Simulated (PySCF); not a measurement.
# C5H7FO2: what the fields show

```xyz
15

C    -2.2360   -0.7443   -0.2713
C    -1.0514    0.1808   -0.0535
O    -0.1741   -0.4331    0.8789
C     0.9286    0.3444    1.2364
C     1.9113    0.5938    0.1048
F     1.7957    1.8021   -0.5244
C     2.7655   -0.3037   -0.2948
O     3.5041   -1.1677   -0.5382
H    -2.7475   -0.9197    0.6709
H    -1.8921   -1.6985   -0.6601
H    -2.9291   -0.2976   -0.9783
H    -0.5283    0.3588   -1.0034
H    -1.3865    1.1518    0.3414
H     0.6153    1.3386    1.5900
H     1.4202   -0.1977    2.0474
```

Geometry: GFN2-xTB.

All numbers below come from KT3/pcSseg-1, SCF density, in a benzene solvent model, non-relativistic in PySCF.

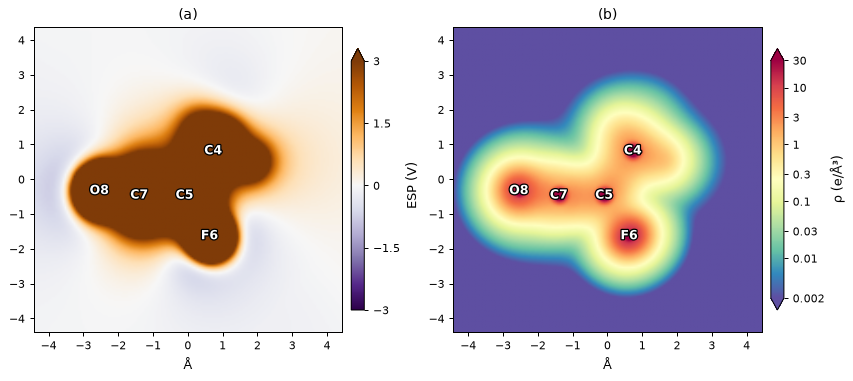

Figure 1. (a) electrostatic potential; (b) electron density on the plane of atoms C4, C5 and C7.

Q: What do the fields say about this system?

A: The plane passes through C, F and O nuclei.
C–O (1.16 Å): the density is about 3.6 e/Å³ at the midpoint.
C–C (1.30 Å): ρ is about 2.3 e/Å³ halfway.
C–F (1.37 Å): the density is about 2.1 e/Å³ at the midpoint, with its minimum of 1.7 e/Å³ about 0.5 Å from C.
Outside the dense part of the molecule the potential is most negative (−0.7 V) near O8.

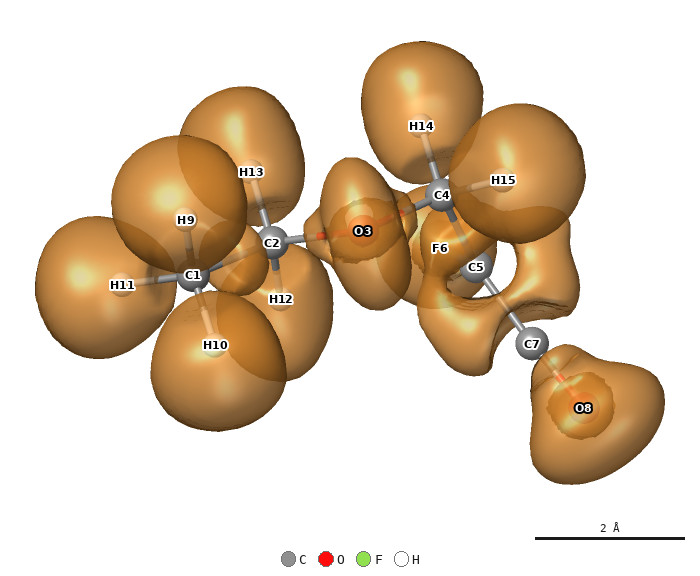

Figure 2. Isosurface of the electron localisation function at 0.75 (orange), seen at a tilt. Only the valence region is drawn (cores and ρ < 0.01 e/Å³ removed).

Q: What do the ELF domains correspond to?

A: The surface consists of two regions between bonded C–C atoms (shared pairs), seven regions around hydrogen nuclei, one region on F in which the atom's valence shell and bonds are merged and two regions on O in which the atom's valence shell and bonds are merged.


C–O (1.16 Å): the ELF peaks at about 0.85 between the atoms; a multiple bond. C–C (1.30 Å): the ELF peaks at about 0.90 between the atoms: a multiple bond.

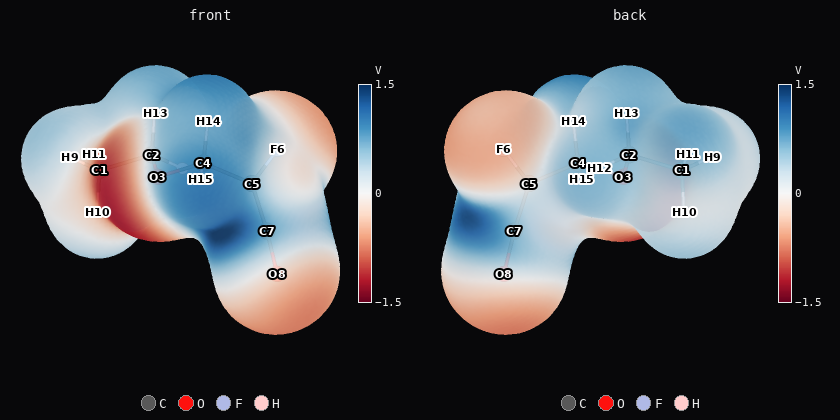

Figure 3. The molecular electrostatic potential painted on the density surface at 0.002 e/bohr³, seen from the front and from behind; red is negative and blue positive.

Q: Where is the surface potential most negative and most positive?

A: The most negative region (about −1.2 V) lies over O3, the most positive (about +1.4 V) over C7. O3 is the likeliest acceptor of a hydrogen bond.
